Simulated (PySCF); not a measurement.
SMILES C=CCBO (C3H7BO) at its PBE0/def2-SVP optimised geometry (Å):

```
12

B      0.4796    -0.5683     0.0000
C     -0.3944     0.7502     0.0000
C     -1.4776     0.7074     1.0326
C     -1.6010     1.5391     2.0694
H     -0.8568     0.7937    -1.0073
H      0.2165     1.6637     0.1101
H     -2.2083    -0.1043     0.9228
H     -0.8995     2.3646     2.2312
H     -2.4111     1.4272     2.7946
H     -0.0400    -1.6637    -0.0195
O      1.8292    -0.5683     0.0000
H      2.2083     0.3176     0.0257
```

Level of theory: PBE0/def2-TZVP run with PySCF. Cells within 0.4 Å of a nucleus heavier than hydrogen are left out (blank, or x).

Map of the Laplacian of the electron density (e/bohr⁵), clipped to [-1.50, 1.50] on the plane z = 0.0 Å:

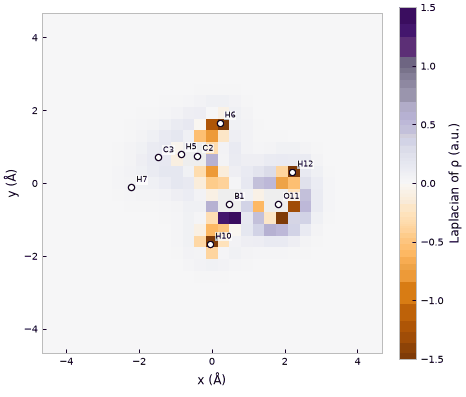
Figure: Laplacian of the electron density (e/bohr⁵), clipped to [-1.50, 1.50] on the plane z = 0.0 Å.
